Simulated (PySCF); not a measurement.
**H3PO (SMILES O=[PH3]): BCCD(T)/STO-3G**

Aim: the energy change on altering one bond length of H3PO at BCCD(T)/STO-3G, from 2 runs. 

The results are computed with PySCF 2.14.0.

8 further runs of the same task are left out: 8 set aside as unsound or not needed.

## Step 1: Starting point

H3PO has 5 atoms, charge 0, and is taken as a singlet. SMILES: `O=[PH3]`. The coordinates come from a GFN2-xTB relaxation.

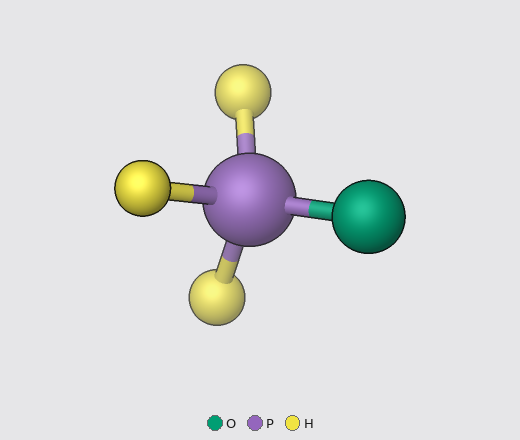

Viewed from a chosen angle; oxygen teal, phosphorus purple, hydrogen yellow.

## Step 2: A single-point energy at BCCD(T)/STO-3G

geometry.xyz reads:

```xyz
5

O     -1.381960    -0.328270     0.532950
P     -0.058510    -0.014650     0.022530
H      0.807060     0.564860     0.939400
H      0.663660    -1.098320    -0.454890
H     -0.030250     0.876380    -1.039990
```

calc.py reads:

```python
from pyscf import gto, scf, cc
from pyscf.cc.bccd import bccd_kernel_

system = gto.M(
    atom='geometry.xyz',
    max_memory=1860,
    basis='sto-3g',
    charge=0,
    verbose=4,
)

mf = scf.RHF(system)
mf.conv_tol = 1e-10
mf.kernel()
if not mf.converged:
    mf = mf.newton().run(mf.mo_coeff, mf.mo_occ)

mycc = cc.CCSD(mf, frozen=6).run()
mycc = bccd_kernel_(mycc, diis=True)
e_t = mycc.ccsd_t()
e_final = mycc.e_tot + e_t
print('E(%s) = %.9f' % ('BCCD(T)', e_final))
```

Started as:

```bash
$ OMP_NUM_THREADS=1 python calc.py
```

Log:

```text
PySCF version 2.14.0

[INPUT] num. atoms = 5
[INPUT] num. electrons = 26
[INPUT] charge = 0
[INPUT] spin (= nelec alpha-beta = 2S) = 0
[INPUT] symmetry False subgroup None
[INPUT] Mole.unit = angstrom
[INPUT] Symbol           X                Y                Z      unit          X                Y                Z       unit  Magmom
[INPUT]  1 O     -1.381960000000  -0.328270000000   0.532950000000 AA   -2.611525915104  -0.620340394911   1.007129538087 Bohr   0.0
[INPUT]  2 P     -0.058510000000  -0.014650000000   0.022530000000 AA   -0.110567875548  -0.027684487725   0.042575529586 Bohr   0.0
[INPUT]  3 H      0.807060000000   0.564860000000   0.939400000000 AA    1.525122366091   1.067430698722   1.775208721416 Bohr   0.0
[INPUT]  4 H      0.663660000000  -1.098320000000  -0.454890000000 AA    1.254135639829  -2.075523997132  -0.859617516803 Bohr   0.0
[INPUT]  5 H     -0.030250000000   0.876380000000  -1.039990000000 AA   -0.057164215268   1.656118181046  -1.965296272286 Bohr   0.0

nuclear repulsion = 66.9030014571881
number of shells = 11
number of NR pGTOs = 51
number of NR cGTOs = 17
basis = sto-3g
ecp = {}

******** <class 'pyscf.scf.hf.RHF'> ********
method = RHF
initial guess = minao
damping factor = 0
level_shift factor = 0
DIIS = <class 'pyscf.scf.diis.CDIIS'>
diis_start_cycle = 1
diis_space = 8
diis_damp = 0
SCF conv_tol = 1e-10
SCF conv_tol_grad = None
SCF max_cycles = 50
direct_scf = True
direct_scf_tol = 1e-13
Set gradient conv threshold to 1e-05
Initial guess from minao.
init E= -412.518084126619
  HOMO = -0.35268705010055  LUMO = 0.345321144915816  gap/eV = 18.99377
cycle= 1 E= -412.17469271069  delta_E= 0.343  |g|= 0.581  |ddm|=  2.6
  HOMO = -0.0495076857192367  LUMO = 0.412522055813678  gap/eV = 12.57247
cycle= 2 E= -412.278900444313  delta_E= -0.104  |g|= 0.386  |ddm|= 1.81
  HOMO = -0.231553807358222  LUMO = 0.474763057281589  gap/eV = 19.21986
cycle= 3 E= -412.329869415654  delta_E= -0.051  |g|= 0.0416  |ddm|= 0.672
  HOMO = -0.250251029796046  LUMO = 0.480771591849799  gap/eV = 19.89214
cycle= 4 E= -412.331346348562  delta_E= -0.00148  |g|= 0.0105  |ddm|= 0.15
  HOMO = -0.246107888474122  LUMO = 0.479937637434583  gap/eV = 19.75671
cycle= 5 E= -412.331459307512  delta_E= -0.000113  |g|= 0.00103  |ddm|= 0.0537
  HOMO = -0.245980260925843  LUMO = 0.480005207404166  gap/eV = 19.75507
cycle= 6 E= -412.331460041525  delta_E= -7.34e-07  |g|= 0.000118  |ddm|= 0.00445
  HOMO = -0.246105971278617  LUMO = 0.479987411352412  gap/eV = 19.75801
cycle= 7 E= -412.331460051507  delta_E= -9.98e-09  |g|= 1.91e-05  |ddm|= 0.00044
  HOMO = -0.246102501492784  LUMO = 0.479986577728125  gap/eV = 19.75789
cycle= 8 E= -412.3314600518  delta_E= -2.93e-10  |g|= 1.4e-06  |ddm|= 8.75e-05
  HOMO = -0.246102261119244  LUMO = 0.479986896049192  gap/eV = 19.75789
cycle= 9 E= -412.3314600518  delta_E=    0  |g|= 1.83e-07  |ddm|= 3.69e-06
  HOMO = -0.246102355048055  LUMO = 0.479986899006474  gap/eV = 19.75789
Extra cycle  E= -412.3314600518  delta_E=    0  |g|= 8.29e-08  |ddm|= 5.07e-07
converged SCF energy = -412.3314600518

******** <class 'pyscf.cc.ccsd.CCSD'> ********
CC2 = 0
CCSD nocc = 7, nmo = 11
frozen orbitals 6
max_cycle = 50
direct = 0
conv_tol = 1e-07
conv_tol_normt = 1e-05
diis_space = 6
diis_start_cycle = 0
diis_start_energy_diff = 1e+09
Init t2, MP2 energy = -412.418065830334  E_corr(MP2) -0.0866057785330465
Init E_corr(CCSD) = -0.0866057785330505
cycle = 1  E_corr(CCSD) = -0.0964510616851244  dE = -0.00984528315  norm(t1,t2) = 0.0732649
cycle = 2  E_corr(CCSD) = -0.106610338638479  dE = -0.010159277  norm(t1,t2) = 0.0254799
cycle = 3  E_corr(CCSD) = -0.106809371220398  dE = -0.000199032582  norm(t1,t2) = 0.0144478
cycle = 4  E_corr(CCSD) = -0.109145769624219  dE = -0.0023363984  norm(t1,t2) = 0.0058057
cycle = 5  E_corr(CCSD) = -0.109017012933757  dE = 0.00012875669  norm(t1,t2) = 0.00107521
cycle = 6  E_corr(CCSD) = -0.109011088303571  dE = 5.92463019e-06  norm(t1,t2) = 0.000291228
cycle = 7  E_corr(CCSD) = -0.109012279608284  dE = -1.19130471e-06  norm(t1,t2) = 6.74212e-05
cycle = 8  E_corr(CCSD) = -0.109011173987222  dE = 1.10562106e-06  norm(t1,t2) = 1.48649e-05
cycle = 9  E_corr(CCSD) = -0.109011257031461  dE = -8.30442388e-08  norm(t1,t2) = 4.14252e-06
CCSD converged
E(CCSD) = -412.4404713088319  E_corr = -0.1090112570314612
BCCD loop starts.

******** <class 'pyscf.cc.ccsd.CCSD'> ********
CC2 = 0
CCSD nocc = 7, nmo = 11
frozen orbitals 6
max_cycle = 50
direct = 0
conv_tol = 1e-07
conv_tol_normt = 1e-05
diis_space = 6
diis_start_cycle = 0
diis_start_energy_diff = 1e+09
Init E_corr(CCSD) = -0.10636071017591
cycle = 1  E_corr(CCSD) = -0.124151002171364  dE = -0.017790292  norm(t1,t2) = 0.0854653
cycle = 2  E_corr(CCSD) = -0.113928780777563  dE = 0.0102222214  norm(t1,t2) = 0.0271139
cycle = 3  E_corr(CCSD) = -0.116723608753992  dE = -0.00279482798  norm(t1,t2) = 0.0180974
cycle = 4  E_corr(CCSD) = -0.116778185034582  dE = -5.45762806e-05  norm(t1,t2) = 0.00537555
cycle = 5  E_corr(CCSD) = -0.116767386377923  dE = 1.07986567e-05  norm(t1,t2) = 0.000665951
cycle = 6  E_corr(CCSD) = -0.11676276417074  dE = 4.62220718e-06  norm(t1,t2) = 0.000250309
cycle = 7  E_corr(CCSD) = -0.116759998771237  dE = 2.7653995e-06  norm(t1,t2) = 4.81781e-05
cycle = 8  E_corr(CCSD) = -0.116760551716607  dE = -5.52945369e-07  norm(t1,t2) = 1.50295e-05
cycle = 9  E_corr(CCSD) = -0.116760638323023  dE = -8.66064166e-08  norm(t1,t2) = 4.1469e-06
CCSD converged
E(CCSD) = -412.4382886290347  E_corr = -0.1167606383230232
BCC iter:    0  E:    -412.438288629035  dE:    2.183e-03  |t1|:    1.520e-02

******** <class 'pyscf.cc.ccsd.CCSD'> ********
CC2 = 0
CCSD nocc = 7, nmo = 11
frozen orbitals 6
max_cycle = 50
direct = 0
conv_tol = 1e-07
conv_tol_normt = 1e-05
diis_space = 6
diis_start_cycle = 0
diis_start_energy_diff = 1e+09
Init E_corr(CCSD) = -0.115192287258546
cycle = 1  E_corr(CCSD) = -0.113053339542479  dE = 0.00213894772  norm(t1,t2) = 0.0169803
cycle = 2  E_corr(CCSD) = -0.114553243273005  dE = -0.00149990373  norm(t1,t2) = 0.00410586
cycle = 3  E_corr(CCSD) = -0.114154201767781  dE = 0.000399041505  norm(t1,t2) = 0.00249404
cycle = 4  E_corr(CCSD) = -0.114153638002295  dE = 5.63765486e-07  norm(t1,t2) = 0.000431417
cycle = 5  E_corr(CCSD) = -0.114155062201239  dE = -1.42419894e-06  norm(t1,t2) = 6.93898e-05
cycle = 6  E_corr(CCSD) = -0.114154833012681  dE = 2.29188558e-07  norm(t1,t2) = 2.89491e-05
cycle = 7  E_corr(CCSD) = -0.114154755461121  dE = 7.75515595e-08  norm(t1,t2) = 8.38968e-06
CCSD converged
E(CCSD) = -412.4386645238653  E_corr = -0.114154755461121
BCC iter:    1  E:    -412.438664523865  dE:   -3.759e-04  |t1|:    1.930e-03

******** <class 'pyscf.cc.ccsd.CCSD'> ********
CC2 = 0
CCSD nocc = 7, nmo = 11
frozen orbitals 6
max_cycle = 50
direct = 0
conv_tol = 1e-07
conv_tol_normt = 1e-05
diis_space = 6
diis_start_cycle = 0
diis_start_energy_diff = 1e+09
Init E_corr(CCSD) = -0.114288446988442
cycle = 1  E_corr(CCSD) = -0.11458317354702  dE = -0.000294726559  norm(t1,t2) = 0.00192084
cycle = 2  E_corr(CCSD) = -0.114390703825339  dE = 0.000192469722  norm(t1,t2) = 0.000515256
cycle = 3  E_corr(CCSD) = -0.114441205626099  dE = -5.05018008e-05  norm(t1,t2) = 0.000333593
cycle = 4  E_corr(CCSD) = -0.114442056882346  dE = -8.51256247e-07  norm(t1,t2) = 7.88952e-05
cycle = 5  E_corr(CCSD) = -0.114441758317428  dE = 2.98564918e-07  norm(t1,t2) = 1.40357e-05
cycle = 6  E_corr(CCSD) = -0.114441777546851  dE = -1.92294232e-08  norm(t1,t2) = 4.89994e-06
CCSD converged
E(CCSD) = -412.4386184726754  E_corr = -0.1144417775468514
BCC iter:    2  E:    -412.438618472675  dE:    4.605e-05  |t1|:    4.436e-06
CCSD(T) correction = -0.00832620810004477
E(BCCD(T)) = -412.446944681
```

Run time: 0.97 s. Hardware: 1 thread of Arm Neoverse V2, shared host; peak memory 0.1 GiB.

## Step 3: The distorted shape at the same level

calc.py reads:

```python
from pyscf import gto, cc
from pyscf.cc.bccd import bccd_kernel_

system = gto.M(
    atom=[
    ('O', (-2.043698, -0.485083, 0.788165)),
    ('P', (-0.058510, -0.014650, 0.022530)),
    ('H', (0.807060, 0.564860, 0.939400)),
    ('H', (0.663660, -1.098320, -0.454890)),
    ('H', (-0.030250, 0.876380, -1.039990)),
],
    verbose=4,
    spin=0,
    charge=0,
    max_memory=1860,
    basis='sto-3g',
)

mf = system.RHF()
mf.conv_tol = 1e-10
mf.kernel()
if not mf.converged:
    mf = mf.newton().run(mf.mo_coeff, mf.mo_occ)

mycc = cc.CCSD(mf, frozen=6).run()
mycc = bccd_kernel_(mycc, diis=True)
e_t = mycc.ccsd_t()
e_final = mycc.e_tot + e_t
print('Final energy', e_final)
```

Started as:

```bash
$ OMP_NUM_THREADS=1 python calc.py
```

Log:

```text
PySCF version 2.14.0

[INPUT] num. atoms = 5
[INPUT] num. electrons = 26
[INPUT] charge = 0
[INPUT] spin (= nelec alpha-beta = 2S) = 0
[INPUT] symmetry False subgroup None
[INPUT] Mole.unit = angstrom
[INPUT] Symbol           X                Y                Z      unit          X                Y                Z       unit  Magmom
[INPUT]  1 O     -2.043698000000  -0.485083000000   0.788165000000 AA   -3.862029501321  -0.916674017682   1.489415990968 Bohr   0.0
[INPUT]  2 P     -0.058510000000  -0.014650000000   0.022530000000 AA   -0.110567875548  -0.027684487725   0.042575529586 Bohr   0.0
[INPUT]  3 H      0.807060000000   0.564860000000   0.939400000000 AA    1.525122366091   1.067430698722   1.775208721416 Bohr   0.0
[INPUT]  4 H      0.663660000000  -1.098320000000  -0.454890000000 AA    1.254135639829  -2.075523997132  -0.859617516803 Bohr   0.0
[INPUT]  5 H     -0.030250000000   0.876380000000  -1.039990000000 AA   -0.057164215268   1.656118181046  -1.965296272286 Bohr   0.0

nuclear repulsion = 51.2130333634365
number of shells = 11
number of NR pGTOs = 51
number of NR cGTOs = 17
basis = sto-3g
ecp = {}

******** <class 'pyscf.scf.hf.RHF'> ********
method = RHF
initial guess = minao
damping factor = 0
level_shift factor = 0
DIIS = <class 'pyscf.scf.diis.CDIIS'>
diis_start_cycle = 1
diis_space = 8
diis_damp = 0
SCF conv_tol = 1e-10
SCF conv_tol_grad = None
SCF max_cycles = 50
direct_scf = True
direct_scf_tol = 1e-13
Set gradient conv threshold to 1e-05
[... 1 set-up line as earlier in the session ...]
init E= -411.573532783734
  HOMO = -0.336970920089987  LUMO = -0.0585748393960618  gap/eV = 7.57554
cycle= 1 E= -411.808262522417  delta_E= -0.235  |g|= 0.815  |ddm|= 2.39
  HOMO = 0.234005933199229  LUMO = 0.330292993067323  gap/eV = 2.62010
cycle= 2 E= -411.275445906903  delta_E= 0.533  |g|= 1.75  |ddm|= 3.91
  HOMO = -0.0119810670048267  LUMO = 0.369084955359208  gap/eV = 10.36933
cycle= 3 E= -412.288474118978  delta_E= -1.01  |g|= 0.194  |ddm|=  2.8
  HOMO = -0.263444196306514  LUMO = 0.422226695834686  gap/eV = 18.65806
cycle= 4 E= -412.324242473341  delta_E= -0.0358  |g|= 0.0424  |ddm|= 0.633
  HOMO = -0.281420593443395  LUMO = 0.393687981568315  gap/eV = 18.37064
cycle= 5 E= -412.325887521168  delta_E= -0.00165  |g|= 0.00982  |ddm|= 0.141
  HOMO = -0.279742871992583  LUMO = 0.385346324908352  gap/eV = 18.09800
cycle= 6 E= -412.325962850281  delta_E= -7.53e-05  |g|= 0.0015  |ddm|= 0.0347
  HOMO = -0.280673105647236  LUMO = 0.385567096715772  gap/eV = 18.12932
cycle= 7 E= -412.325964421779  delta_E= -1.57e-06  |g|= 0.00031  |ddm|= 0.00321
  HOMO = -0.280814314223916  LUMO = 0.385546166299676  gap/eV = 18.13259
cycle= 8 E= -412.325964494238  delta_E= -7.25e-08  |g|= 3.35e-05  |ddm|= 0.000818
  HOMO = -0.280816040946854  LUMO = 0.38553156645768  gap/eV = 18.13224
cycle= 9 E= -412.325964495166  delta_E= -9.28e-10  |g|= 7.72e-06  |ddm|= 0.00013
  HOMO = -0.280815660465925  LUMO = 0.385533458758333  gap/eV = 18.13228
cycle= 10 E= -412.325964495269  delta_E= -1.03e-10  |g|= 5.61e-06  |ddm|= 2.83e-05
  HOMO = -0.280816094702378  LUMO = 0.385535155357162  gap/eV = 18.13234
cycle= 11 E= -412.325964495463  delta_E= -1.94e-10  |g|= 2.79e-06  |ddm|= 7.87e-05
  HOMO = -0.280815939042403  LUMO = 0.385533655999205  gap/eV = 18.13230
cycle= 12 E= -412.325964495504  delta_E= -4.13e-11  |g|= 2.14e-07  |ddm|= 5.16e-05
  HOMO = -0.280815801431679  LUMO = 0.385533841932497  gap/eV = 18.13230
Extra cycle  E= -412.325964495505  delta_E= -2.27e-13  |g|= 9.2e-08  |ddm|= 4.98e-07
converged SCF energy = -412.325964495505

******** <class 'pyscf.cc.ccsd.CCSD'> ********
CC2 = 0
CCSD nocc = 7, nmo = 11
frozen orbitals 6
max_cycle = 50
direct = 0
conv_tol = 1e-07
conv_tol_normt = 1e-05
diis_space = 6
diis_start_cycle = 0
diis_start_energy_diff = 1e+09
Init t2, MP2 energy = -412.38268890507  E_corr(MP2) -0.0567244095649127
Init E_corr(CCSD) = -0.0567244095649184
cycle = 1  E_corr(CCSD) = -0.0740613732872563  dE = -0.0173369637  norm(t1,t2) = 0.051641
cycle = 2  E_corr(CCSD) = -0.0807207046902429  dE = -0.0066593314  norm(t1,t2) = 0.0254174
cycle = 3  E_corr(CCSD) = -0.0861014345908315  dE = -0.0053807299  norm(t1,t2) = 0.0171371
cycle = 4  E_corr(CCSD) = -0.0875781948983313  dE = -0.00147676031  norm(t1,t2) = 0.0109187
cycle = 5  E_corr(CCSD) = -0.0882240449420403  dE = -0.000645850044  norm(t1,t2) = 0.00634407
cycle = 6  E_corr(CCSD) = -0.0882680267330004  dE = -4.3981791e-05  norm(t1,t2) = 0.00257499
cycle = 7  E_corr(CCSD) = -0.0882665072656849  dE = 1.51946732e-06  norm(t1,t2) = 0.00150801
cycle = 8  E_corr(CCSD) = -0.0882600317561993  dE = 6.47550949e-06  norm(t1,t2) = 0.000882452
cycle = 9  E_corr(CCSD) = -0.0882637115021506  dE = -3.67974595e-06  norm(t1,t2) = 0.000506158
cycle = 10  E_corr(CCSD) = -0.0882593876722626  dE = 4.32382989e-06  norm(t1,t2) = 0.000114258
cycle = 11  E_corr(CCSD) = -0.0882563174866254  dE = 3.07018564e-06  norm(t1,t2) = 4.96324e-05
cycle = 12  E_corr(CCSD) = -0.0882545358328006  dE = 1.78165382e-06  norm(t1,t2) = 2.77654e-05
cycle = 13  E_corr(CCSD) = -0.0882532154945803  dE = 1.32033822e-06  norm(t1,t2) = 1.94097e-05
cycle = 14  E_corr(CCSD) = -0.0882522032289102  dE = 1.01226567e-06  norm(t1,t2) = 1.29046e-05
cycle = 15  E_corr(CCSD) = -0.0882513241736153  dE = 8.79055295e-07  norm(t1,t2) = 8.05269e-06
cycle = 16  E_corr(CCSD) = -0.0882506890581734  dE = 6.35115442e-07  norm(t1,t2) = 4.89319e-06
cycle = 17  E_corr(CCSD) = -0.0882503476541248  dE = 3.41404049e-07  norm(t1,t2) = 3.01941e-06
cycle = 18  E_corr(CCSD) = -0.0882502083332856  dE = 1.39320839e-07  norm(t1,t2) = 1.9586e-06
cycle = 19  E_corr(CCSD) = -0.0882502375225145  dE = -2.9189229e-08  norm(t1,t2) = 9.22993e-07
CCSD converged
E(CCSD) = -412.4142147330272  E_corr = -0.08825023752251453
BCCD loop starts.

******** <class 'pyscf.cc.ccsd.CCSD'> ********
CC2 = 0
CCSD nocc = 7, nmo = 11
frozen orbitals 6
max_cycle = 50
direct = 0
conv_tol = 1e-07
conv_tol_normt = 1e-05
diis_space = 6
diis_start_cycle = 0
diis_start_energy_diff = 1e+09
Init E_corr(CCSD) = -0.0883401404640885
cycle = 1  E_corr(CCSD) = -0.090074589803189  dE = -0.00173444934  norm(t1,t2) = 0.0251895
cycle = 2  E_corr(CCSD) = -0.0897140374598344  dE = 0.000360552343  norm(t1,t2) = 0.00589649
cycle = 3  E_corr(CCSD) = -0.0896946645567964  dE = 1.9372903e-05  norm(t1,t2) = 0.00307594
cycle = 4  E_corr(CCSD) = -0.0895834793414887  dE = 0.000111185215  norm(t1,t2) = 0.0016728
cycle = 5  E_corr(CCSD) = -0.0895420862543379  dE = 4.13930872e-05  norm(t1,t2) = 0.000711694
cycle = 6  E_corr(CCSD) = -0.0895104878583876  dE = 3.1598396e-05  norm(t1,t2) = 0.000442803
cycle = 7  E_corr(CCSD) = -0.0894976380949405  dE = 1.28497634e-05  norm(t1,t2) = 0.000178102
cycle = 8  E_corr(CCSD) = -0.08949603156487  dE = 1.60653007e-06  norm(t1,t2) = 4.81743e-05
cycle = 9  E_corr(CCSD) = -0.0894957997812085  dE = 2.31783662e-07  norm(t1,t2) = 2.26264e-05
cycle = 10  E_corr(CCSD) = -0.0894958027108794  dE = -2.92967091e-09  norm(t1,t2) = 1.1207e-05
cycle = 11  E_corr(CCSD) = -0.0894957960738215  dE = 6.63705796e-09  norm(t1,t2) = 4.08814e-06
CCSD converged
E(CCSD) = -412.4141417174466  E_corr = -0.08949579607382145
BCC iter:    0  E:    -412.414141717447  dE:    7.302e-05  |t1|:    2.000e-03

******** <class 'pyscf.cc.ccsd.CCSD'> ********
CC2 = 0
CCSD nocc = 7, nmo = 11
frozen orbitals 6
max_cycle = 50
direct = 0
conv_tol = 1e-07
conv_tol_normt = 1e-05
diis_space = 6
diis_start_cycle = 0
diis_start_energy_diff = 1e+09
Init E_corr(CCSD) = -0.089567425579818
cycle = 1  E_corr(CCSD) = -0.0896657710840667  dE = -9.83455042e-05  norm(t1,t2) = 0.00150995
cycle = 2  E_corr(CCSD) = -0.0896387640715893  dE = 2.70070125e-05  norm(t1,t2) = 0.00037433
cycle = 3  E_corr(CCSD) = -0.0896385222157814  dE = 2.41855808e-07  norm(t1,t2) = 0.000187604
cycle = 4  E_corr(CCSD) = -0.0896333005848505  dE = 5.22163093e-06  norm(t1,t2) = 9.66936e-05
cycle = 5  E_corr(CCSD) = -0.0896322428377761  dE = 1.05774707e-06  norm(t1,t2) = 3.87127e-05
cycle = 6  E_corr(CCSD) = -0.0896310283421087  dE = 1.21449567e-06  norm(t1,t2) = 2.46454e-05
cycle = 7  E_corr(CCSD) = -0.0896301369638239  dE = 8.91378285e-07  norm(t1,t2) = 1.02753e-05
cycle = 8  E_corr(CCSD) = -0.0896298695768292  dE = 2.67386995e-07  norm(t1,t2) = 3.32377e-06
cycle = 9  E_corr(CCSD) = -0.089629817206534  dE = 5.23702952e-08  norm(t1,t2) = 1.44118e-06
CCSD converged
E(CCSD) = -412.4141364689223  E_corr = -0.08962981720653404
BCC iter:    1  E:    -412.414136468922  dE:    5.249e-06  |t1|:    7.038e-05

******** <class 'pyscf.cc.ccsd.CCSD'> ********
CC2 = 0
CCSD nocc = 7, nmo = 11
frozen orbitals 6
max_cycle = 50
direct = 0
conv_tol = 1e-07
conv_tol_normt = 1e-05
diis_space = 6
diis_start_cycle = 0
diis_start_energy_diff = 1e+09
Init E_corr(CCSD) = -0.0896305623104914
cycle = 1  E_corr(CCSD) = -0.0896309914466046  dE = -4.29136113e-07  norm(t1,t2) = 6.23136e-05
cycle = 2  E_corr(CCSD) = -0.0896315808925294  dE = -5.89445925e-07  norm(t1,t2) = 1.27024e-05
cycle = 3  E_corr(CCSD) = -0.0896315704897497  dE = 1.04027797e-08  norm(t1,t2) = 5.70894e-06
CCSD converged
E(CCSD) = -412.414136697049  E_corr = -0.08963157048974975
BCC iter:    2  E:    -412.414136697049  dE:   -2.281e-07  |t1|:    6.979e-06
CCSD(T) correction = -0.00068004791945971
Final energy -412.4148167449685
```

Run time: 1.3 s. Hardware: 1 thread of Arm Neoverse V2, shared host; peak memory 0.1 GiB.

## Step 4: What came out

At BCCD(T)/STO-3G, 6 core orbitals frozen:

| quantity | value |
| --- | --- |
| first shape: total energy | -412.44694 Eh |
| first shape: correlation energy (6 core orbitals frozen) | -115.5 mEh |
| first shape: (T) correction | -8.33 mEh |
| distorted shape: total energy | -412.41482 Eh |
| distorted shape: correlation energy (6 core orbitals frozen) | -88.9 mEh |
| distorted shape: (T) correction | -0.68 mEh |
| energy change with the O1–P2 bond stretched from 1.453 to 2.179 Å | 0.874 eV |

In words: With the O1–P2 bond stretched from 1.453 to 2.179 Å the energy rises by 0.87 eV (84.4 kJ/mol). The first shape isn't relaxed at this level, so the change isn't measured from a minimum. A restricted reference can't describe the breaking bond well at this length. The minimal basis adds a large error of its own. The triples (first shape) make up 7.2 % of the correlation energy. The triples (distorted shape) make up 0.8 % of the correlation energy.
